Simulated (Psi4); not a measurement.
# C2H6B (SMILES [BH]CC): UOMP2/def2-SVPD (density fitting for correlation)

What is the vertical electron affinity of C2H6B at UOMP2/def2-SVPD (density fitting for correlation)? 

The calculation is run with Psi4 1.11.

1 further run of the same task is left out (set aside as unsound or not needed).

### Step 1. The system as given

The species is C2H6B (9 atoms), meant as a doublet with charge 0. As SMILES, `[BH]CC`. The coordinates come from a PBE0-D4/def2-TZVP relaxation. This is one conformer, not always the lowest.

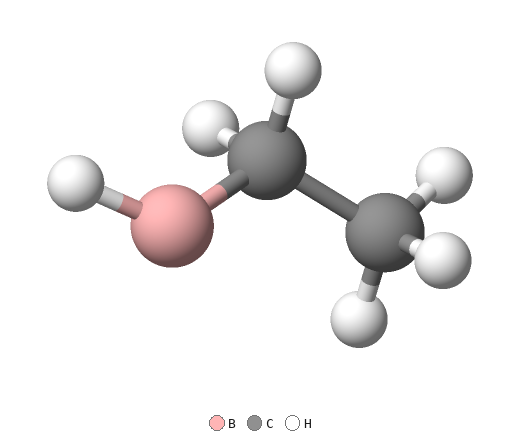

The structure, seen from a chosen angle (boron pink, carbon grey, hydrogen white).

### Step 2. The energy at UOMP2/def2-SVPD (density fitting for correlation)

The input, calc.in:

```
memory 1600 mb

molecule m {
  0 2
  B
  C 1 1.53682
  C 2 1.524455 1 119.14485
  H 1 1.19658 2 127.6243 3 -179.98997
  H 2 1.103463 3 110.9174 1 -123.07591
  H 2 1.103446 5 103.03579 1 -110.75532
  H 3 1.092731 2 111.75631 6 -56.91582
  H 3 1.091918 7 107.90617 2 122.23451
  H 3 1.091899 8 107.21571 7 -115.9915
  units angstrom
  symmetry c1
  no_reorient
  no_com
}

set reference uhf
set puream true
set e_convergence 1e-09
set d_convergence 1e-08
set scf_type pk
set num_frozen_docc 3
set maxiter 200

energy("omp2/def2-SVPD")
print_variables()
```

Run with:

```
psi4 calc.in calc.out -n 1
```

calc.out:

```text
[...]
  Running in c1 symmetry.
[...]
  Nuclear repulsion =   63.154067832884699
[...]
  Multiplicity = 2
[...]
  Nalpha       = 12
  Nbeta        = 11
[...]
    Number of basis functions: 108
[...]
   @UHF iter   1:  -103.66429475070954   -6.64622e-01   3.46733e-03 ADIIS/DIIS
[...]
   @UHF iter  13:  -103.76478810630618   -7.75913e-12   6.45432e-09 DIIS
[...]
   @S^2 Observed:                7.535031547E-01
[...]
    Orbital Energies [Eh]
    ---------------------
    Alpha Occupied:
       1A    -11.223949     2A    -11.216891     3A     -7.626316
       4A     -1.021176     5A     -0.853914     6A     -0.649833
       7A     -0.604886     8A     -0.584494     9A     -0.520517
      10A     -0.494200    11A     -0.473217    12A     -0.319162
    Alpha Virtual:
      13A      0.075804    14A      0.086944    15A      0.117595
      16A      0.132260    17A      0.182541    18A      0.183664
      19A      0.191845    20A      0.199247    21A      0.212764
      22A      0.241632    23A      0.255681    24A      0.258525
      25A      0.261223    26A      0.278018    27A      0.280111
[...]
  @UHF Final Energy:  -103.76478810630618
   => Energetics <=
    Nuclear Repulsion Energy =             63.1540678328846994
    One-Electron Energy =                -263.0791347329541168
    Two-Electron Energy =                  96.1602787937632399
    Total Energy =                       -103.7647881063061845
  UHF NO Occupations:
  HONO-2 :   10  A 1.9997577
  HONO-1 :   11  A 1.9987033
[...]
 Multipole Moments:
 ------------------------------------------------------------------------------------
     Multipole            Electronic (a.u.)      Nuclear  (a.u.)        Total (a.u.)
 ------------------------------------------------------------------------------------
 L = 1.  Multiply by 2.5417464519 to convert [e a0] to [Debye]
 Dipole X            :          0.0001363           -0.0001110            0.0000253
 Dipole Y            :          0.7269351           -0.5316558            0.1952792
 Dipole Z            :         -2.9508458            3.2976765            0.3468307
 Magnitude           :                                                    0.3980270
[...]
	Warning: cc_lambda option is changed to TRUE
	For this residual convergence, default PCG convergence is:     1.00e-07
[...]
	DF-SCS-MP2 Total Energy (a.u.)     :  -104.13636003819930
	DF-SOS-MP2 Total Energy (a.u.)     :  -104.13908785473816
[...]
	DF-SCS-OMP2 Total Energy (a.u.)    :  -104.13883097365789
	DF-SOS-OMP2 Total Energy (a.u.)    :  -104.11183107451932
	DF-SCS(N)-OMP2 Total Energy (a.u.) :  -103.90373913507374
[...]
	DF-OMP2 Total Energy (a.u.)        :  -104.13438887078335
[...]
```

Run time: 2.7 min. Hardware: 1 thread of Intel Xeon at 2.50GHz (Skylake/Cascade Lake), shared host; peak memory 0.45 GiB.

### Step 3. The singlet anion

The input, c2h6b.py:

```python
import psi4

psi4.set_memory(1600000000)
psi4.set_num_threads(1)
psi4.set_output_file('run.log', False)

molecule = psi4.geometry("""
-1 1
B     -2.67452938     0.97755532    -1.17843321
C      0.14645377     0.65554599    -0.56805167
C      0.95374478    -1.38233466     1.30126541
H     -3.61995936     2.47024999    -2.58949171
H      1.09736396     0.39873221    -2.40599930
H      0.80993662     2.53450068     0.04629829
H      3.00145200    -1.41011363     1.56620501
H      0.37284296    -3.25221866     0.65025476
H      0.07974644    -1.07903362     3.14563811
units bohr
symmetry c1
no_reorient
no_com
""")

psi4.set_options({
    'basis': 'def2-SVPD',
    'reference': 'rhf',
    'puream': True,
    'e_convergence': 1e-09,
    'd_convergence': 1e-08,
    'scf_type': 'pk',
    'num_frozen_docc': 3,
})

energy_value = psi4.energy("omp2")
print('E =', round(energy_value, 9))
```

Run with:

```
python c2h6b.py
```

run.log:

```text
[...]
  Running in c1 symmetry.
[...]
  Nuclear repulsion =   63.154065296071636
[...]
  Multiplicity = 1
[...]
  Nalpha       = 12
  Nbeta        = 12
[...]
    Number of basis functions: 108
[...]
   @RHF iter   1:  -103.52226732031774   -5.22595e-01   4.41323e-03 DIIS/ADIIS
[...]
   @RHF iter  12:  -103.70298120070746   -4.68248e-11   7.79495e-09 DIIS
[...]
    Orbital Energies [Eh]
    ---------------------
    Doubly Occupied:
       1A    -11.054241     2A    -11.029320     3A     -7.371576
       4A     -0.838193     5A     -0.670106     6A     -0.432535
       7A     -0.427107     8A     -0.389222     9A     -0.330218
      10A     -0.317521    11A     -0.265073    12A      0.010004
[...]
  @RHF Final Energy:  -103.70298120070746
   => Energetics <=
    Nuclear Repulsion Energy =             63.1540652960716358
    One-Electron Energy =                -267.4838762286694873
    Two-Electron Energy =                 100.6268297318904104
    Total Energy =                       -103.7029812007074554
[...]
 Multipole Moments:
 ------------------------------------------------------------------------------------
     Multipole            Electronic (a.u.)      Nuclear  (a.u.)        Total (a.u.)
 ------------------------------------------------------------------------------------
 L = 1.  Multiply by 2.5417464519 to convert [e a0] to [Debye]
 Dipole X            :          8.2968624           -5.0300730            3.2667895
 Dipole Y            :         -0.1446716            0.1891616            0.0444900
 Dipole Z            :          1.4372041           -1.0799784            0.3572257
 Magnitude           :                                                    3.2865640
[...]
	Warning: cc_lambda option is changed to TRUE
	For this residual convergence, default PCG convergence is:     1.00e-07
[...]
	DF-MP2 Total Energy (a.u.)         :  -104.10949371715731
[...]
	DF-MP2 Total Energy (a.u.)         :  -104.11462994121686
[...]
	DF-OMP2 Total Energy (a.u.)        :  -104.11462994121381
[...]
```

On the terminal:

```text
E = -104.114629941
```

Run time: 74 s. Hardware: 1 thread of Intel Xeon at 2.50GHz (Skylake/Cascade Lake), shared host; peak memory 0.44 GiB.

### Step 4. Outcome

Level: UOMP2/def2-SVPD (density fitting for correlation), 3 core orbitals frozen.

```
                                                                 quantity          value
                                              doublet C2H6B: total energy  -104.13439 Eh
doublet C2H6B: HOMO energy (Hartree–Fock orbitals) (highest over α and β)       -8.68 eV
 doublet C2H6B: LUMO energy (Hartree–Fock orbitals) (lowest over α and β)        1.87 eV
               doublet C2H6B: correlation energy (3 core orbitals frozen)     -369.6 mEh
                         doublet C2H6B: ⟨S²⟩ of the reference determinant          0.754
                                              singlet anion: total energy  -104.11463 Eh
                       singlet anion: HOMO energy (Hartree–Fock orbitals)        0.27 eV
                       singlet anion: LUMO energy (Hartree–Fock orbitals)        6.67 eV
     singlet anion: HOMO–LUMO gap (to an unbound level, set by the basis)        6.40 eV
               singlet anion: correlation energy (3 core orbitals frozen)     -411.6 mEh
                        vertical electron affinity (to the singlet anion)      -0.538 eV
```

**Reading.** The anion lies 0.54 eV (51.9 kJ/mol) above the neutral: the electron isn't bound at this level, and such a value depends on the basis. The HOMO (singlet anion) lies at positive energy, 0.27 eV: the electron is unbound at this level or held by a compact basis; values depend on the basis.
